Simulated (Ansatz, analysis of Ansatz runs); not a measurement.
# Migration barrier of interstitial H in bcc Ta, hop from a tetrahedral to the next tetrahedral site (PBE)

Aim: the migration barrier of interstitial H in bcc Ta, hop from a tetrahedral to the next tetrahedral site, to be set beside the measurement. Set-up: PBE, 32-site cell, PBE lattice, 420 eV, k: the zone centre alone. The model is a cell of 32 host atoms with 1 H put in. The barrier is the energy of the highest image of a climbing band over the relaxed site that the atom leaves.

What was measured. Migration barrier: 0.152 eV, by Gorsky effect, pulsed-field-gradient NMR, Mössbauer motional narrowing (T > 250 K); average of cited values (quoted in “Explainable Machine Learning for Hydrogen Diffusion in Metals and Random Binary Alloys”, 2023, G. M. Lu et al., quoting earlier work (1976)). The calculation is set beside it at the end.

Calculated with Ansatz 0.2.0; plane-wave PAW DFT, PBE; relaxation of all atoms of a defect supercell.

**1. Starting point**

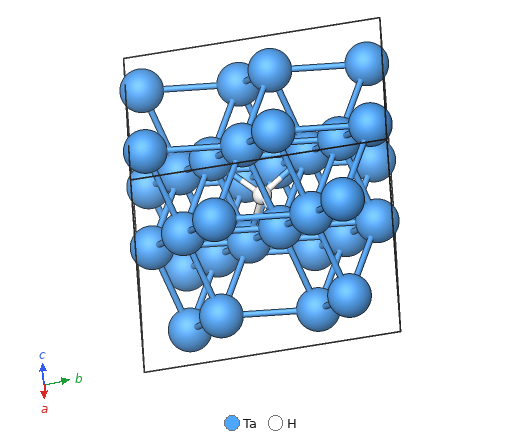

The cell as given, slightly off an axis (tantalum blue, hydrogen white).

The cell holds 33 atoms: 32 Ta and 1 H. Its edges and angles: a = 9.392 Å, b = 9.392 Å, c = 9.392 Å, α = 60.0°, β = 60.0°, γ = 60.0°. It derives from Ta (space group Im-3m). Nearest the centre at fractional (0.312, 0.438, 0.562): H33 at 0.00 Å, Ta4 at 1.86 Å, Ta14 at 1.86 Å, Ta7 at 1.86 Å, Ta29 at 1.86 Å, Ta22 at 2.99 Å, Ta8 at 2.99 Å, Ta13 at 2.99 Å.

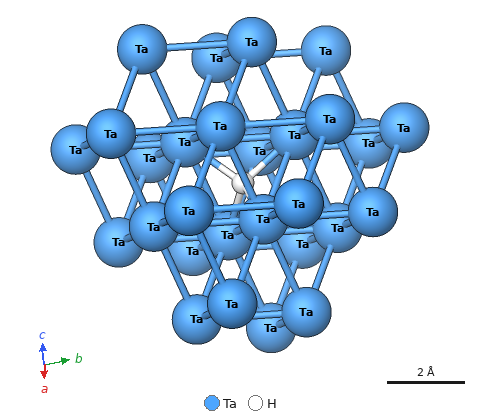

The atoms within 5 Å of the centre.

The host's primitive cell comes from a first run (plane-wave PAW DFT, PBE; relaxation of the host's cell and atoms): vectors of 2.876, 2.876 and 2.876 Å. That is 18.31 Å³ an atom, 1.6 % over the diffraction cell's volume. The supercell is built on it.

**2. Relaxation, charge 0**

A barrier counts from a true minimum, so both ends of the jump are relaxed first.

File start/input.yaml:

```yaml
relax:
  f_tol: 0.02
  max_steps: 80
  escape_saddle: false
crystal:
  lattice:
    - [0.0, 6.64119614, 6.64119614]
    - [6.64119614, 0.0, 6.64119614]
    - [6.64119614, 6.64119614, 0.0]
  atoms:
    - { symbol: Ta, position: [0.0, 0.0, 0.0] }
    - { symbol: Ta, position: [0.125, 0.125, 0.125] }
    - { symbol: Ta, position: [0.25, 0.25, 0.25] }
    - { symbol: Ta, position: [0.375, 0.375, 0.375] }
    - { symbol: Ta, position: [0.0, 0.0, 0.5] }
    - { symbol: Ta, position: [0.125, 0.125, 0.625] }
    - { symbol: Ta, position: [0.25, 0.25, 0.75] }
    - { symbol: Ta, position: [0.375, 0.375, 0.875] }
    - { symbol: Ta, position: [0.0, 0.5, 0.0] }
    - { symbol: Ta, position: [0.125, 0.625, 0.125] }
    - { symbol: Ta, position: [0.25, 0.75, 0.25] }
    - { symbol: Ta, position: [0.375, 0.875, 0.375] }
    - { symbol: Ta, position: [0.0, 0.5, 0.5] }
    - { symbol: Ta, position: [0.125, 0.625, 0.625] }
    - { symbol: Ta, position: [0.25, 0.75, 0.75] }
    - { symbol: Ta, position: [0.375, 0.875, 0.875] }
    - { symbol: Ta, position: [0.5, 0.0, 0.0] }
    - { symbol: Ta, position: [0.625, 0.125, 0.125] }
    - { symbol: Ta, position: [0.75, 0.25, 0.25] }
    - { symbol: Ta, position: [0.875, 0.375, 0.375] }
    - { symbol: Ta, position: [0.5, 0.0, 0.5] }
    - { symbol: Ta, position: [0.625, 0.125, 0.625] }
    - { symbol: Ta, position: [0.75, 0.25, 0.75] }
    - { symbol: Ta, position: [0.875, 0.375, 0.875] }
    - { symbol: Ta, position: [0.5, 0.5, 0.0] }
    - { symbol: Ta, position: [0.625, 0.625, 0.125] }
    - { symbol: Ta, position: [0.75, 0.75, 0.25] }
    - { symbol: Ta, position: [0.875, 0.875, 0.375] }
    - { symbol: Ta, position: [0.5, 0.5, 0.5] }
    - { symbol: Ta, position: [0.625, 0.625, 0.625] }
    - { symbol: Ta, position: [0.75, 0.75, 0.75] }
    - { symbol: Ta, position: [0.875, 0.875, 0.875] }
    - { symbol: H, position: [0.3125, 0.4375, 0.5625] }
basis:
  ecutwfc: 420
  xc_grid: 2
hamiltonian:
  xc: pbe
kpoints:
  mp_grid: { grid: [1, 1, 1] }
scf:
  occupations: { method: methfessel_paxton, width: 0.1 }
  max_iter: 80
output:
  forces: true
checkpoint:
  write: "../start.run"
  compress: false
  write_wavefunctions: true
  write_every: 100000
```

Run with:

```console
ansatz run input.yaml --threads 4 --pin off --max-ram 14131MiB --backend cpu --events-out ev --progress --plain --runs-dir out
```

Numbers of over 12 decimals in the logs are rounded to 6 here.

What it wrote:

```text
[... repeated set-up lines and file paths are left out, and long positions are rounded to six places ...]
Engine: ansatz 0.2.0, aarch64-unknown-linux-gnu
Pseudopotentials: kind: paw
Pseudopotential: Ta, paw, valence charge 13, recommended cutoff 420 eV (normal), Ta.paw.azcp
Pseudopotential: H, paw, valence charge 1, recommended cutoff 420 eV (normal), H.paw.azcp
Functional definition: PBE
  parameter kappa = 0.804
  parameter beta = 0.066725
  exchange = pbe_x(kappa = kappa, mu = beta*pi^2/3)
  correlation = pbe_c(beta = beta)
Crystal: 33 atoms, lattice volume = 585.826 Å³
Basis set: ecut = 420 eV, 11575 PW (Γ), exchange–correlation on 128×128×128 points (8 copies of the dense FFT grid, shifted against one another)
Bands: 251, of which v1, the nominal top of the filled ones, is band 209 counted from 1 (208 counted from 0)
Symmetry: 8 space group operations
Space group: I-42m (ITA 121), of the structure as read, at distance tolerance 8.4e-5 Å
k-points: 1
Non-local potential: Ta, projectors of the file, l = 0: 3, l = 1: 2, l = 2: 2, l = 3: 1
Non-local potential: H, projectors of the file, l = 0: 2, l = 1: 1
PAW form: soft (Blöchl's): semilocal exchange-correlation on the pseudo side does not see the compensation charge
PAW one-centre angular grid: Ta, 590 points (default); XC on 64 Gauss nodes
PAW one-centre angular grid: H, 110 points (default); XC on 64 Gauss nodes
Initial density: superposition of atomic densities (neutral atoms: chi_scale 0, normalization atom), corrected by the library's trained network
Initial wavefunctions: pseudopotential atomic-orbital guess
Functional: x = pbe(κ = 0.804, μ = 0.219515), c = pbe(β = 0.066725)
SCF iter   1: F=—  HF=-317863.607435 eV  |F-HF|=—  |Δ(HF+E_count)|=         —  Δρ=5.97e-3  dr2=1.57e-1  ethr=1.77e-3  ⟨swp⟩=15.0  Hψ=1386  notcnv=0
preconditioner: auto → Resta (q_TF=auto, 2.578 Å⁻¹)  ε∞=18.3  [insulator: Δε(μ)=1.593 eV  Ē_g=4.680 eV  σ=0.100 eV  W_gap=0.77  n_scr=168 (ndim 8)  ℏωp=19.5 eV  f_vac=0.000  D(μ)=68.73/eV (n_scr^D=940)  ε∞_Penn≈18.3]
SCF iter   2: F=—  HF=-317863.597629 eV  |F-HF|=—  |Δ(HF+E_count)|=   9.81e-3  S|Δr|=    0.00e0  Δρ=3.63e-3  dr2=4.63e-2  ethr=3.78e-5  ⟨swp⟩=2.0  Hψ=351  notcnv=0  defer=3
SCF iter   3: F=—  HF=-317863.594651 eV  |F-HF|=—  |Δ(HF+E_count)|=   2.98e-3  S|Δr|=    0.00e0  Δρ=3.63e-4  dr2=4.45e-4  ethr=1.11e-5  ⟨swp⟩=2.0  Hψ=271  notcnv=0  defer=3
SCF iter   4: F=—  HF=-317863.596081 eV  |F-HF|=—  |Δ(HF+E_count)|=   1.43e-3  S|Δr|=    0.00e0  Δρ=8.09e-5  dr2=2.34e-5  ethr=1.07e-7  ⟨swp⟩=2.0  Hψ=290  notcnv=0  defer=3
SCF iter   5: F=-317863.596083 eV  HF=-317863.596084 eV  |F-HF|=6.27e-7  |Δ(HF+E_count)|=   2.69e-6  S|Δr|=    0.00e0  Δρ=1.35e-5  dr2=1.13e-6  ethr=2.40e-9  ⟨swp⟩=4.0  Hψ=751  notcnv=0
SCF 1 converged in 5 iterations: F = -317863.596083 eV  dr2 = 1.13e-6
  greatest PAW one-centre occupation: 1.000 electrons in one spin orbital (limit 2), on the Ta atom at site 30 (counted from 0), in its partial waves of l = 0
relax step   1: F+E_penalty+E_count = -317863.59608312 eV  Δ(F+E_penalty+E_count) = +0.000e0 eV  max|allowed force component| = 1.130e0 eV/Å  Δτ_max = 0.0000 Å  (5 SCF iters, dr2 threshold 1.00e-5 eV, accepted)
[... the SCF cycles and remarks between the steps are left out from here to the last step ...]
relax step   2: F+E_penalty+E_count = -317862.76916558 eV  Δ(F+E_penalty+E_count) = +8.269e-1 eV  max|allowed force component| = 1.865e0 eV/Å  Δτ_max = 0.1663 Å  (6 SCF iters, dr2 threshold 7.98e-5 eV, rejected (line search))
relax step   3: F+E_penalty+E_count = -317863.77581954 eV  Δ(F+E_penalty+E_count) = -1.797e-1 eV  max|allowed force component| = 2.887e-1 eV/Å  Δτ_max = 0.0516 Å  (7 SCF iters, accepted)
relax step   4: F+E_penalty+E_count = -317863.79810753 eV  Δ(F+E_penalty+E_count) = -2.229e-2 eV  max|allowed force component| = 2.959e-1 eV/Å  Δτ_max = 0.0305 Å  (5 SCF iters, dr2 threshold 5.21e-6 eV, accepted)
relax step   5: F+E_penalty+E_count = -317863.81249802 eV  Δ(F+E_penalty+E_count) = -1.439e-2 eV  max|allowed force component| = 6.435e-2 eV/Å  Δτ_max = 0.0155 Å  (5 SCF iters, dr2 threshold 5.72e-6 eV, accepted)
relax step   6: F+E_penalty+E_count = -317863.81402068 eV  Δ(F+E_penalty+E_count) = -1.523e-3 eV  max|allowed force component| = 2.668e-2 eV/Å  Δτ_max = 0.0027 Å  (5 SCF iters, accepted)
relax step   7: F+E_penalty+E_count = -317863.81455621 eV  Δ(F+E_penalty+E_count) = -5.355e-4 eV  max|allowed force component| = 2.356e-2 eV/Å  Δτ_max = 0.0028 Å  (5 SCF iters, accepted)
SCF iter   1: F=—  HF=-317863.813697 eV  |F-HF|=—  |Δ(HF+E_count)|=         —  Δρ=2.76e-4  dr2=8.29e-4  ethr=1.15e-6  ⟨swp⟩=4.0  Hψ=489  notcnv=0  defer=38
SCF iter   2: F=—  HF=-317863.813598 eV  |F-HF|=—  |Δ(HF+E_count)|=   9.91e-5  S|Δr|=    0.00e0  Δρ=1.35e-4  dr2=1.88e-4  ethr=1.99e-7  ⟨swp⟩=1.0  Hψ=289  notcnv=0  defer=38
SCF iter   3: F=—  HF=-317863.813582 eV  |F-HF|=—  |Δ(HF+E_count)|=   1.61e-5  S|Δr|=    0.00e0  Δρ=1.87e-5  dr2=2.41e-6  ethr=4.50e-8  ⟨swp⟩=2.0  Hψ=294  notcnv=0  defer=38
SCF iter   4: F=—  HF=-317863.814833 eV  |F-HF|=—  |Δ(HF+E_count)|=   1.25e-3  S|Δr|=    0.00e0  Δρ=2.27e-6  dr2=2.63e-8  ethr=2.40e-11  ⟨swp⟩=4.0  Hψ=1013  notcnv=0
SCF iter   5: F=-317863.814833 eV  HF=-317863.814833 eV  |F-HF|=4.07e-10  |Δ(HF+E_count)|=   1.69e-9  S|Δr|=    0.00e0  Δρ=5.02e-7  dr2=1.29e-9  ethr=6.31e-12  ⟨swp⟩=2.0  Hψ=712  notcnv=0
SCF 8 converged in 5 iterations: F = -317863.814833 eV  dr2 = 1.29e-9
relax step   8: F+E_penalty+E_count = -317863.81483330 eV  Δ(F+E_penalty+E_count) = -2.771e-4 eV  max|allowed force component| = 1.568e-2 eV/Å  Δτ_max = 0.0018 Å  (5 SCF iters, accepted)
NSCF: frozen V_eff on 1 k-points
the band table was solved once a step of the walk had ended and its energy, with any forces and stress, was formed, with the checks that follow a solve (1092 applications of the Hamiltonian). They found nothing against the state; [...]
SCF converged after 5 iterations
Stability not checked: this state was not tested for a lower state beside it, because cold or Methfessel-Paxton smearing, or corrected tetrahedra, fill the levels in a way that the test cannot read (fill_not_monotonic; see scf.lower_state_search)
Free energy (F): -317863.814833 eV
Harris-Foulkes:  -317863.814833 eV  (|F-HF|=4.07e-10)
Internal energy: -317863.876157 eV  (E = F + TS)
E sigma→0 (E₀):  -317863.830164 eV
Entropy (-TS):   0.061324 eV (1.858 meV/atom)
Fermi energy:    17.534517 eV
--- Per-component energies (eV) ---
  E_band       = -3441.597284
  E_kinetic    = 11682.011347
  E_local      = -17804.792796  (includes V_loc(G=0)·N_el)
  E_nonlocal   = 491.324014
  E_hartree    = 6169.299539
  E_xc         = -6992.636286
  E_vxc        = -6533.268526  (∫ρ·V_xc dr)
  E_paw        = -268692.094498  (= ΣΔE_a)
  E_vpaw       = -3615.473624  (= ΣTr[D̂ρ^β])
  E_aug_tail   = 0.003125  (compensation charges beyond the density's cutoff)
  E_ewald      = -42716.990602
  E_smearing   = 0.061324  (= −TS)
  E_closure    = 0.000000  (closes the sum)
  Σ components = -317863.814833   (vs F -317863.814833, Δ=0.00e0)
--- Forces (eV/Å), atoms counted from 1 ---
  atom   1  Ta    -0.00000000    -0.00375332     0.01140897
  atom   2  Ta     0.00211557     0.00307557    -0.00139621
  atom   3  Ta    -0.00139621    -0.00307557    -0.00211557
  atom   4  Ta     0.01568100     0.00439178    -0.00000000
  atom   5  Ta     0.00139621    -0.00307557     0.00211557
  atom   6  Ta    -0.00158259     0.00607538    -0.00598721
  atom   7  Ta    -0.00000000    -0.00439178     0.01568100
  atom   8  Ta    -0.01037843    -0.00224800    -0.00000000
  atom   9  Ta     0.00598721    -0.00607538    -0.00158259
  atom  10  Ta    -0.00607934     0.00984451    -0.00000000
  atom  11  Ta     0.00000000     0.00224800    -0.01037843
  atom  12  Ta     0.00158259     0.00607538     0.00598721
  atom  13  Ta     0.00000000     0.00224800     0.01037843
  atom  14  Ta    -0.01568100     0.00439178     0.00000000
  atom  15  Ta     0.00598721    -0.00607538     0.00158259
  atom  16  Ta    -0.00211557     0.00307557    -0.00139621
  atom  17  Ta    -0.00000000    -0.00984451    -0.00607934
  atom  18  Ta     0.01140897     0.00375332     0.00000000
  atom  19  Ta    -0.00598721    -0.00607538     0.00158259
  atom  20  Ta    -0.00211557     0.00307557     0.00139621
  atom  21  Ta    -0.00598721    -0.00607538    -0.00158259
  atom  22  Ta     0.01037843    -0.00224800    -0.00000000
  atom  23  Ta     0.00000000    -0.00984451     0.00607934
  atom  24  Ta     0.00158259     0.00607538    -0.00598721
  atom  25  Ta    -0.00139621    -0.00307557     0.00211557
  atom  26  Ta    -0.00158259     0.00607538     0.00598721
  atom  27  Ta     0.00000000    -0.00375332    -0.01140897
  atom  28  Ta     0.00607934     0.00984451    -0.00000000
  atom  29  Ta    -0.00000000    -0.00439178    -0.01568100
  atom  30  Ta     0.00211557     0.00307557     0.00139621
  atom  31  Ta     0.00139621    -0.00307557    -0.00211557
  atom  32  Ta    -0.01140897     0.00375332     0.00000000
  atom  33  H      0.00000000     0.00000000     0.00000000
  max |Σ_I F_I| component: 3.47e-18 eV/Å
--- Band table (eV) ---
  k-point 0: bands = ["-48.8124", "-48.7851", "-48.7851", "-48.7735", [... 243 left out ...] "22.3172", "22.3235", "22.3502", "22.3596"]
--- Relaxed structure (8 steps of the walk, 7 accepted, 0 SCFs on fresh bases) ---
  F+E_penalty+E_count = -317863.81483330 eV   max|allowed force component| = 1.568e-2 eV/Å
  atoms:
    - { symbol: Ta, position: [-0.001809, 2.3131598641848352e-5, -2.3131598641848352e-5] }
    - { symbol: Ta, position: [0.125552, 0.125121, 0.125501] }
    - { symbol: Ta, position: [0.248826, 0.250552, 0.250121] }
    - { symbol: Ta, position: [0.376992, 0.373008, 0.368166] }
    - { symbol: Ta, position: [0.000121, 0.000501, 0.498826] }
    - { symbol: Ta, position: [0.125107, 0.124261, 0.626182] }
    - { symbol: Ta, position: [0.248008, 0.243166, 0.756834] }
    - { symbol: Ta, position: [0.376022, 0.373978, 0.878405] }
    - { symbol: Ta, position: [-0.000739, 0.501182, -0.000549] }
    - { symbol: Ta, position: [0.124066, 0.625934, 0.124962] }
    - { symbol: Ta, position: [0.248978, 0.753405, 0.246595] }
    - { symbol: Ta, position: [0.376182, 0.874451, 0.375107] }
    - { symbol: Ta, position: [-0.003405, 0.501022, 0.498978] }
    - { symbol: Ta, position: [0.118166, 0.631834, 0.626992] }
    - { symbol: Ta, position: [0.248818, 0.750739, 0.749893] }
    - { symbol: Ta, position: [0.376174, 0.874499, 0.874879] }
    - { symbol: Ta, position: [0.500934, -3.800571670953268e-5, 3.800571670953268e-5] }
    - { symbol: Ta, position: [0.626809, 0.123191, 0.125023] }
    - { symbol: Ta, position: [0.749451, 0.250107, 0.249261] }
    - { symbol: Ta, position: [0.875501, 0.373826, 0.375552] }
    - { symbol: Ta, position: [0.499893, 0.000549, 0.498818] }
    - { symbol: Ta, position: [0.628405, 0.121595, 0.626022] }
    - { symbol: Ta, position: [0.750038, 0.249066, 0.750934] }
    - { symbol: Ta, position: [0.875549, 0.373818, 0.875739] }
    - { symbol: Ta, position: [0.499448, 0.501174, -0.000501] }
    - { symbol: Ta, position: [0.625739, 0.624893, 0.125549] }
    - { symbol: Ta, position: [0.749977, 0.751809, 0.248191] }
    - { symbol: Ta, position: [0.874962, 0.875038, 0.374066] }
    - { symbol: Ta, position: [0.506834, 0.501992, 0.498008] }
    - { symbol: Ta, position: [0.624879, 0.624448, 0.626174] }
    - { symbol: Ta, position: [0.749499, 0.749879, 0.749448] }
    - { symbol: Ta, position: [0.875023, 0.874977, 0.876809] }
    - { symbol: H, position: [0.3125, 0.437500, 0.5625] }
```

Run time: 26 s. Hardware: 4 threads of Arm Neoverse V1, shared host; peak memory 0.81 GiB; 91 s of CPU time.

The run converged, but on settings that a careful run would not use, so its numbers are not the defect's.

**3. Relaxation, charge 0**

The other end of the jump is relaxed alike.

File end/input.yaml:

```yaml
relax:
  f_tol: 0.02
  max_steps: 80
  escape_saddle: false
crystal:
  lattice:
    - [0.0, 6.64119614, 6.64119614]
    - [6.64119614, 0.0, 6.64119614]
    - [6.64119614, 6.64119614, 0.0]
  atoms:
    - { symbol: Ta, position: [0.0, 0.0, 0.0] }
    - { symbol: Ta, position: [0.125, 0.125, 0.125] }
[... 1 atom line left out ...]
    - { symbol: Ta, position: [0.375, 0.375, 0.375] }
[... 1 atom line left out ...]
    - { symbol: Ta, position: [0.125, 0.125, 0.625] }
    - { symbol: Ta, position: [0.25, 0.25, 0.75] }
    - { symbol: Ta, position: [0.375, 0.375, 0.875] }
[... 2 atom lines left out ...]
    - { symbol: Ta, position: [0.25, 0.75, 0.25] }
[... 1 atom line left out ...]
    - { symbol: Ta, position: [0.0, 0.5, 0.5] }
    - { symbol: Ta, position: [0.125, 0.625, 0.625] }
[... 6 atom lines left out ...]
    - { symbol: Ta, position: [0.5, 0.0, 0.5] }
    - { symbol: Ta, position: [0.625, 0.125, 0.625] }
[... 1 atom line left out ...]
    - { symbol: Ta, position: [0.875, 0.375, 0.875] }
[... 4 atom lines left out ...]
    - { symbol: Ta, position: [0.5, 0.5, 0.5] }
[... 3 atom lines left out ...]
    - { symbol: H, position: [0.1875, 0.4375, 0.5625] }
basis:
  ecutwfc: 420
  xc_grid: 2
hamiltonian:
  xc: pbe
kpoints:
  mp_grid: { grid: [1, 1, 1] }
scf:
  occupations: { method: methfessel_paxton, width: 0.1 }
  max_iter: 80
output:
  forces: true
checkpoint:
  write: "../end.run"
  compress: false
  write_wavefunctions: true
  write_every: 100000
```

What it wrote:

```text
[...]
Crystal: 33 atoms, lattice volume = 585.826 Å³
Basis set: ecut = 420 eV, 11575 PW (Γ), exchange–correlation on 128×128×128 points (8 copies of the dense FFT grid, shifted against one another)
Bands: 251, of which v1, the nominal top of the filled ones, is band 209 counted from 1 (208 counted from 0)
Symmetry: 8 space group operations
[...]
k-points: 1
[...]
SCF iter   1: F=—  HF=-317863.611441 eV  |F-HF|=—  |Δ(HF+E_count)|=         —  Δρ=6.05e-3  dr2=1.47e-1  ethr=1.77e-3  ⟨swp⟩=13.0  Hψ=1477  notcnv=0
[...]
SCF iter   5: F=-317863.596079 eV  HF=-317863.596084 eV  |F-HF|=5.04e-6  |Δ(HF+E_count)|=   7.75e-6  S|Δr|=    0.00e0  Δρ=2.69e-5  dr2=7.31e-6  ethr=2.40e-9  ⟨swp⟩=4.0  Hψ=754  notcnv=0
SCF 1 converged in 5 iterations: F = -317863.596079 eV  dr2 = 7.31e-6
[...]
atom  33  H     -0.00000000     0.00000000     0.00000000
  max |Σ_I F_I| component: 4.34e-18 eV/Å
--- Band table (eV) ---
[...]
--- Relaxed structure (8 steps of the walk, 7 accepted, 0 SCFs on fresh bases) ---
  F+E_penalty+E_count = -317863.81483413 eV   max|allowed force component| = 1.568e-2 eV/Å
  atoms:
    - { symbol: Ta, position: [-0.000933, -3.786243208834503e-5, 3.786243208834503e-5] }
    - { symbol: Ta, position: [0.123826, 0.125120, 0.125502] }
    - { symbol: Ta, position: [0.251182, 0.250107, 0.249260] }
    - { symbol: Ta, position: [0.381834, 0.373008, 0.368166] }
    - { symbol: Ta, position: [0.000552, 0.000502, 0.498826] }
    - { symbol: Ta, position: [0.123978, 0.121595, 0.626022] }
    - { symbol: Ta, position: [0.251992, 0.243166, 0.756834] }
    - { symbol: Ta, position: [0.374893, 0.373818, 0.875740] }
[...]
- { symbol: Ta, position: [0.503405, 0.501022, 0.498978] }
    - { symbol: Ta, position: [0.624498, 0.624448, 0.626174] }
    - { symbol: Ta, position: [0.750549, 0.750740, 0.749893] }
    - { symbol: Ta, position: [0.873191, 0.874977, 0.876809] }
    - { symbol: H, position: [0.187500, 0.437500, 0.5625] }
[key lines of the parts left out:]
SCF converged after 5 iterations
Free energy (F): -317863.814834 eV
Fermi energy:    17.534519 eV
```

It took 24 s on 4 threads; peak memory 0.82 GiB.

The run converged, but on settings that a careful run would not use, so its numbers are not the defect's.

(Continued in part 2 of 2.)

[Logs are printed without paths, hosts, clocks, repeated set-up lines and the standing remarks that a program may print on its own settings, such as how far it seeks lower states.]

[Hosts, paths, dates, database ids (printed as entryN), source tags and the programs' standing remarks are cut or masked in the printed files.]

[For some hosts the program warned that the k-mesh of the response run may be too coarse for force constants and the static dielectric constant; such warnings are not shown here.]
